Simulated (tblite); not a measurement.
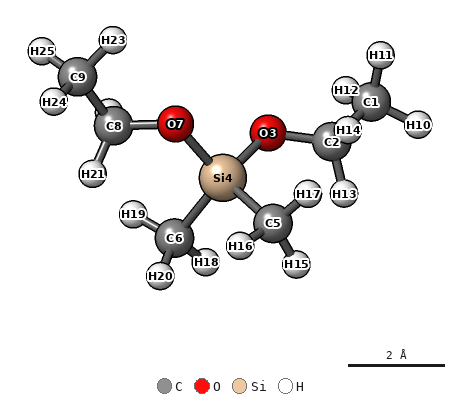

This is the input geometry for a relaxation of C6H16O2Si. The picture is a ball-and-stick view, seen at a tilt.

Theory: GFN2-xTB geometry optimisation, gas phase (tblite).

```xyz
25

C     3.6107    0.9737    0.0006
C     2.4063    0.1524    0.4050
O     1.2707    0.4423   -0.2666
Si   -0.1049   -0.4852    0.1834
C     0.2446   -1.5928    1.6530
C    -0.6413   -1.6089   -1.2146
O    -1.3264    0.6665    0.6005
C    -2.2708    0.7602   -0.4116
C    -3.2743    1.7904    0.0735
H     4.5306    0.4318    0.2664
H     3.5886    1.9014    0.6393
H     3.5602    1.3148   -1.0375
H     2.6532   -0.9429    0.2944
H     2.2507    0.3064    1.4965
H     0.8785   -2.4563    1.3347
H    -0.7219   -2.0502    1.9565
H     0.6823   -1.0622    2.5130
H     0.2630   -2.1178   -1.6434
H    -1.1704   -1.0175   -1.9947
H    -1.2633   -2.4212   -0.7845
H    -2.8026   -0.2250   -0.5085
H    -1.8652    1.1058   -1.3772
H    -2.7523    2.4774    0.8155
H    -4.1233    1.2608    0.5659
H    -3.6337    2.4204   -0.7718
```

**Predict the outcome.**

H21 moves most after the best rigid fit: 1.34 Å. By element the largest moves are H 1.34 Å, O 0.59 Å, C 0.58 Å, Si 0.36 Å. Near-neighbour distances that change, for instance: Si4–O7 1.730 → 1.620 Å, O3–Si4 1.719 → 1.636 Å, C2–O3 1.351 → 1.403 Å, C9–H23 1.138 → 1.087 Å. Among the angles between lasting bonds that change: Si4–O7–C8 110.5° → 129.2°, C2–O3–Si4 115.3° → 129.4°, H19–C6–H20 113.2° → 107.4°. Groups turn about Si4–O7 by about 50°, O3–Si4 by about 50°, C8–C9 by about 40°. After 174 geometry steps the energy has fallen by 27.1 kcal/mol. The run took 2.1 s on 1 thread of Intel(R) Xeon(R) Platinum 8375C CPU @ 2.90GHz, with other jobs on the host.

Final geometry:

```xyz
25

C     3.1660    1.2532   -0.2562
C     2.4198   -0.0183    0.1206
O     1.0424    0.2439    0.1570
Si   -0.2084   -0.7937    0.3421
C    -0.1786   -1.7142    2.0004
C    -0.2538   -2.0212   -1.1224
O    -1.5298    0.1389    0.4351
C    -1.9667    1.1490   -0.4380
C    -3.0850    1.9373    0.2268
H     4.2374    1.0709   -0.2585
H     2.9382    2.0383    0.4597
H     2.8582    1.5862   -1.2439
H     2.6287   -0.8111   -0.6076
H     2.7463   -0.3692    1.1072
H     0.7748   -2.2146    2.1410
H    -0.9555   -2.4678    2.0576
H    -0.3209   -1.0320    2.8322
H     0.5105   -2.7886   -1.0380
H    -0.0967   -1.5103   -2.0697
H    -1.2122   -2.5279   -1.1811
H    -2.3270    0.6894   -1.3670
H    -1.1267    1.8068   -0.6843
H    -2.7166    2.4071    1.1346
H    -3.9005    1.2683    0.4889
H    -3.4550    2.7040   -0.4486
```

After the run, drawn alike:

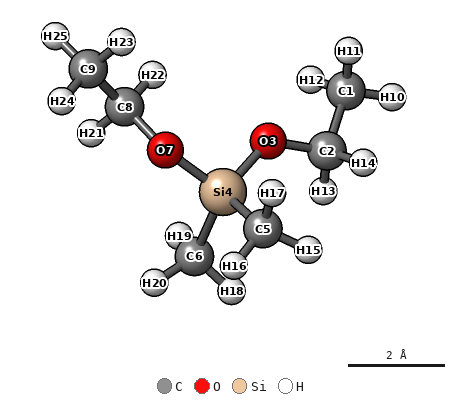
